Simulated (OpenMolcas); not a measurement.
# SnS (SMILES [S][Sn]) at B97-1/def2-TZVP (core potential)

What is the energy change on altering one bond length of SnS at B97-1/def2-TZVP (core potential)? 

The calculation is run with OpenMolcas 26.06.

## (1) Starting point

SnS has 2 atoms, charge 0, and is taken as a singlet. As SMILES, `[S][Sn]`. The bond length is the measured one.

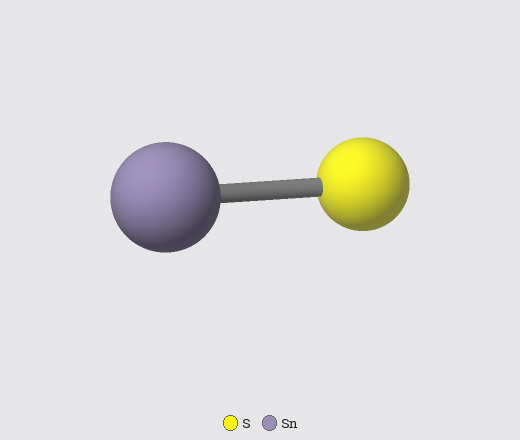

Viewed from a chosen angle; sulfur yellow, tin purple.

## (2) Energy and forces at B97-1/def2-TZVP (core potential)

job.inp reads:

```
* SSn Kohn-Sham DFT

&GATEWAY
 BASLIB=$CurrDir
 COORD
 2
 angstrom
 S        0.000000       0.000000       0.000000
 Sn       0.000000       0.000000       2.209026
 BASIS=def2-TZVP
 GROUP=NoSym

&SEWARD

&SCF
 KSDFT=HYB_GGA_XC_B97_1
 PRORBITALS=1 1

&ALASKA
```

The basis set def2-TZVP is read from a file made from the Basis Set Exchange's data (not shown).

Run with:

```sh
$ export MOLCAS_MEM=1860
$ pymolcas job.inp > job.log
```

Output:

```text
--- Start Module: gateway ---
[...]
--- Stop Module: gateway /rc=_RC_ALL_IS_WELL_ ---
[...]
      Basis functions           87
[...]
--- Start Module: scf ---
[...]
       Convergence after  16 Iterations
[...]
::    Total KS-DFT energy                            -612.5016488479
[...]
      Total spin, S                                     0.0000000000
[...]
      Total electronic charge=   38.000000
      Total            charge=   -0.000000
[...]
      Dipole Moment (debye):
      Origin of the operator (angstrom)=    0.0000    0.0000    1.7440
                   X= -4.2041E-15               Y=  6.5383E-16               Z=  3.4295E+00           Total=  3.4295E+00
      Quadrupole Moment (debye*angstrom):
[...]
--- Stop Module: scf /rc=_RC_ALL_IS_WELL_ ---
[...]
--- Start Module: alaska ---
[...]
 *              Molecular gradients               *
 **************************************************
  Irreducible representation: a
 ------------------------------------------------------------------------------------------
                              X                       Y                       Z
 ------------------------------------------------------------------------------------------
  S1                3.39508085319031E-15   -2.02726785404838E-15    4.81553606710960E-03
  SN2              -3.39193666854446E-15    2.02878573626269E-15   -4.81553606711671E-03
 ------------------------------------------------------------------------------------------
--- Stop Module: alaska /rc=_RC_ALL_IS_WELL_ ---
[...]
```

Wall time 8.7 s (1 thread of Arm Neoverse V2, shared host); peak memory 0.48 GiB.

## (3) The distorted shape

job.input reads:

```
&GATEWAY
BasLib
$CurrDir
Coord
2
angstrom
S        0.000000       0.000000      -0.220874
Sn       0.000000       0.000000       2.209026
Basis
def2-TZVP
Group
NoSym
&SEWARD
&SCF
KSDFT
HYB_GGA_XC_B97_1
PrOrbitals
1 1
&ALASKA
```

The basis set def2-TZVP is read from a file made from the Basis Set Exchange's data (not shown).

Run with:

```sh
$ export MOLCAS_MEM=1860
$ pymolcas job.input > job.log
```

Output:

```text
--- Start Module: gateway ---
[...]
--- Stop Module: gateway /rc=_RC_ALL_IS_WELL_ ---
[...]
      Basis functions           87
[...]
--- Start Module: scf ---
[...]
       Convergence after  15 Iterations
[...]
::    Total KS-DFT energy                            -612.4879760424
[...]
      Total spin, S                                     0.0000000000
[...]
      Total electronic charge=   38.000000
      Total            charge=   -0.000000
[...]
      Dipole Moment (debye):
      Origin of the operator (angstrom)=    0.0000    0.0000    1.6975
                   X=  1.1140E-15               Y=  1.9570E-15               Z=  4.4272E+00           Total=  4.4272E+00
      Quadrupole Moment (debye*angstrom):
[...]
--- Stop Module: scf /rc=_RC_ALL_IS_WELL_ ---
[...]
--- Start Module: alaska ---
[...]
 *              Molecular gradients               *
 **************************************************
  Irreducible representation: a
 ------------------------------------------------------------------------------------------
                              X                       Y                       Z
 ------------------------------------------------------------------------------------------
  S1               -5.70636029331528E-16   -8.84595668435444E-16   -6.01618715890666E-02
  SN2               5.74322740234453E-16    8.87306597383132E-16    6.01618715890453E-02
 ------------------------------------------------------------------------------------------
--- Stop Module: alaska /rc=_RC_ALL_IS_WELL_ ---
[...]
```

Run time: 8.4 s. Hardware: 1 thread of Arm Neoverse V2, shared host; peak memory 0.48 GiB.

## (4) Summary of results

Level: B97-1/def2-TZVP (core potential).

```
                                                          quantity          value
                                         first shape: total energy  -612.50165 Eh
                                        first shape: dipole moment         3.43 D
                                          first shape: HOMO energy       -7.07 eV
                                          first shape: LUMO energy       -2.53 eV
                                        first shape: HOMO–LUMO gap        4.54 eV
                             first shape: largest force on an atom     0.248 eV/Å
                                     distorted shape: total energy  -612.48798 Eh
                                    distorted shape: dipole moment         4.43 D
                                      distorted shape: HOMO energy       -6.59 eV
                                      distorted shape: LUMO energy       -2.94 eV
                                    distorted shape: HOMO–LUMO gap        3.64 eV
                         distorted shape: largest force on an atom     3.094 eV/Å
energy change with the S1–Sn2 bond stretched from 2.209 to 2.430 Å       0.372 eV
```

In words: With the S1–Sn2 bond stretched from 2.209 to 2.430 Å the energy rises by 0.37 eV (8.6 kcal/mol). The first shape isn't relaxed at this level, so the change isn't measured from a minimum.
